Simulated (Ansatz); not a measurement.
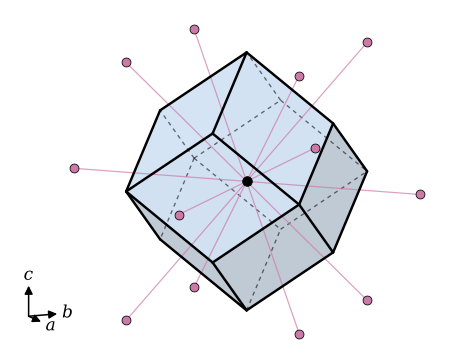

For Cu, a calculation's input that goes back to an entry of the Crystallography Open Database (an earlier step may have relaxed or displaced it): the Wigner–Seitz cell of the crystal's lattice, with lines to the lattice points that define its faces. Symmetry computed with spglib at a tolerance of 0.002 Å; standard conventional cell.

a = 3.615 Å, b = 3.615 Å, c = 3.615 Å, α = 90.00°, β = 90.00°, γ = 90.00°; lattice centring F.

Describe the polyhedron.

A rhombic dodecahedron: 12 faces (12 with 4 edges), 24 edges, 14 vertices. Its volume is that of the primitive cell, 11.8 Å³.

Which lattice vectors do the faces bisect?

| example | length (Å) | faces | edges of each | area (Å²) |
| --- | --- | --- | --- | --- |
| 1/2 a + 1/2 b | 2.56 | 12 | 4 | 2.3 |
